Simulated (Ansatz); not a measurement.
## A ladder of methods for C2H2P− (SMILES C#C[PH-])

C2H2P− has 5 atoms, charge -1, and is taken as a singlet. SMILES: `C#C[PH-]`. The shape is that of a GFN2-xTB optimisation.

```xyz
5

C    -1.1107   -0.6085   -0.0011
C     0.0255   -0.1991    0.0753
P     1.6912    0.2305    0.2714
H    -2.1126   -0.9174   -0.1007
H     1.5066    1.4946   -0.2449
```

Quantity: the energy change with the P3–H5 bond stretched from 1.378 to 2.756 Å, in eV. The values are calculated.

```json
{"level": "SVWN5/STO-3G (restricted)", "kind": "LDA", "program": "Ansatz", "value (eV)": "4.30", "less FCI/STO-3G": "+0.37", "CPU time (all runs)": "1.5 s"}
{"level": "BHLYP/STO-3G (restricted)", "kind": "global hybrid", "program": "Ansatz", "value (eV)": "5.04", "less FCI/STO-3G": "+1.11", "CPU time (all runs)": "2.3 s"}
{"level": "CAM-B3LYP/STO-3G (restricted)", "kind": "range-separated hybrid", "program": "Ansatz", "value (eV)": "4.85", "less FCI/STO-3G": "+0.92", "CPU time (all runs)": "2.6 s"}
{"level": "HSE06/STO-3G (restricted)", "kind": "range-separated hybrid", "program": "Ansatz", "value (eV)": "4.61", "less FCI/STO-3G": "+0.68", "CPU time (all runs)": "2.8 s"}
{"level": "B2PLYP/STO-3G (restricted)", "kind": "double hybrid", "program": "Ansatz", "value (eV)": "4.45", "less FCI/STO-3G": "+0.52", "CPU time (all runs)": "3.2 s"}
{"level": "MP2/STO-3G (restricted)", "kind": "perturbation theory", "program": "Ansatz", "value (eV)": "4.85", "less FCI/STO-3G": "+0.92", "CPU time (all runs)": "0.32 s"}
{"level": "BCCD(T)/STO-3G (restricted)", "kind": "coupled cluster or CI", "program": "Ansatz", "value (eV)": "3.93", "less FCI/STO-3G": "0.00", "CPU time (all runs)": "0.46 s"}
{"level": "CCSDT/STO-3G (restricted)", "kind": "coupled cluster or CI", "program": "Ansatz", "value (eV)": "3.93", "less FCI/STO-3G": "0.00", "CPU time (all runs)": "0.93 s"}
{"level": "FCI/STO-3G", "kind": "exact in the basis", "program": "Ansatz", "value (eV)": "3.93", "less FCI/STO-3G": "0.00", "CPU time (all runs)": "2.3 min"}
```

FCI/STO-3G is exact within its basis and frozen core, so for wave-function methods in that basis the difference is their error; functionals converge differently with the basis, so for them it is only a difference. Sets without diffuse functions describe the anion poorly. The first shape isn't each level's own minimum. The values span 3.93 to 5.04 eV. All rows use very small basis sets, so even the best lies far from the true value. Times are those of the runs behind each value, whatever else they computed, on shared processors of several kinds: orders of magnitude only.

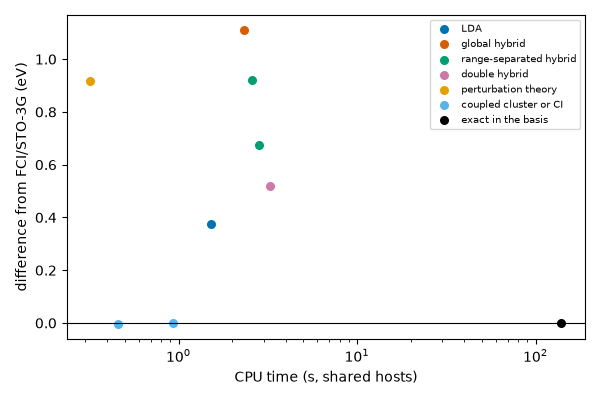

Difference from FCI/STO-3G against processor time, one point a level.
